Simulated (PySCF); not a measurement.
C₂H₁₀BNSi₂ (SMILES CB1C[SiH2][SiH2]N1)

```yaml
atoms:
  - { symbol: C, position_ang: [-2.2981, -0.6805, -0.0442] }
  - { symbol: B, position_ang: [-0.7845, -0.1983, -0.0079] }
  - { symbol: C, position_ang: [0.3986, -1.1427, -0.5142] }
  - { symbol: Si, position_ang: [2.0818, -0.2660, -0.3050] }
  - { symbol: Si, position_ang: [1.2050, 1.6816, 0.5578] }
  - { symbol: N, position_ang: [-0.4378, 1.0714, 0.4716] }
  - { symbol: H, position_ang: [-2.5995, -0.9553, -1.0540] }
  - { symbol: H, position_ang: [-2.9986, 0.0733, 0.3119] }
  - { symbol: H, position_ang: [-2.4397, -1.5704, 0.5678] }
  - { symbol: H, position_ang: [0.2311, -1.4204, -1.5565] }
  - { symbol: H, position_ang: [0.3804, -2.0880, 0.0311] }
  - { symbol: H, position_ang: [2.9757, -1.0247, 0.5860] }
  - { symbol: H, position_ang: [2.7874, -0.1432, -1.5916] }
  - { symbol: H, position_ang: [1.4376, 2.0630, 1.9603] }
  - { symbol: H, position_ang: [1.2314, 2.9316, -0.2181] }
  - { symbol: H, position_ang: [-1.1782, 1.6775, 0.7936] }
```

Geometry: GFN2-xTB.

Theory: PBE0/pcSseg-1, SCF density, gas phase, non-relativistic (PySCF).

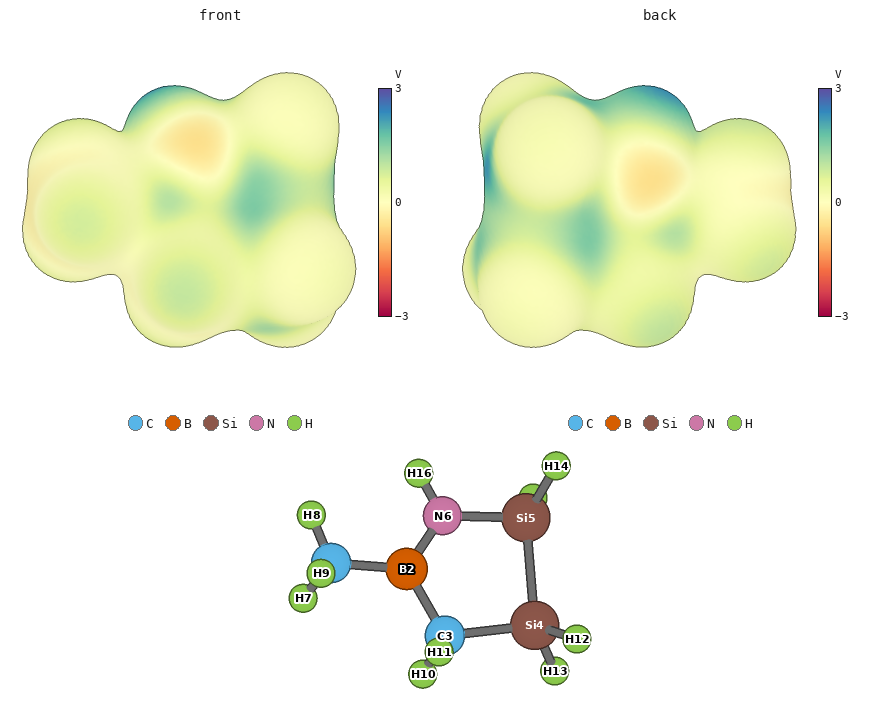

Figure 1. The electrostatic potential painted on the density surface at 0.004 e/bohr³, seen from the front and from behind; the colour scale runs from red (negative) to blue (positive). The bare structure is drawn below in the same view.

### Which sites attract a positive test charge, and which a negative one?

A positive charge is drawn to the negative regions and a negative charge to the positive ones. The most negative region (about −0.5 V) lies over N6, the most positive (about +2.2 V) over Si5 and H16.

### What dipole moment does the calculation give?

Its dipole moment is 0.55 D.

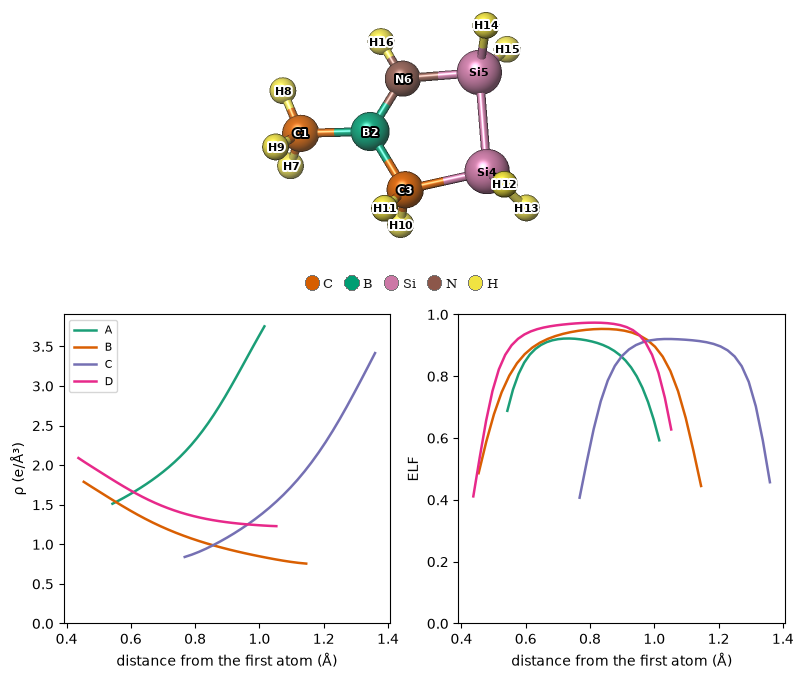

Figure 2. Total electron density and ELF along straight lines between neighbouring atoms. The curves leave out the atomic cores. The structure is drawn too.

### Which curve belongs to which contact (B–N, C–B, C–Si and Si–N)? The first atom named is at distance zero.

Curve A: B–N (1.40 Å): the density is about 1.9 e/Å³ at the midpoint; the ELF peaks at about 0.90 between the atoms; a polar covalent bond. Curve B: C–Si (1.91 Å): ρ at the midpoint is about 0.89 e/Å³; the ELF peaks at about 0.95 between the atoms: a covalent bond. Curve C: Si–N (1.75 Å): ρ is about 1 e/Å³ halfway; the ELF peaks at about 0.90 between the atoms; a shared but strongly polarised pair. Curve D: C–B (1.59 Å): ρ at the midpoint is about 1.4 e/Å³; the ELF peaks at about 1 between the atoms (a shared electron pair).
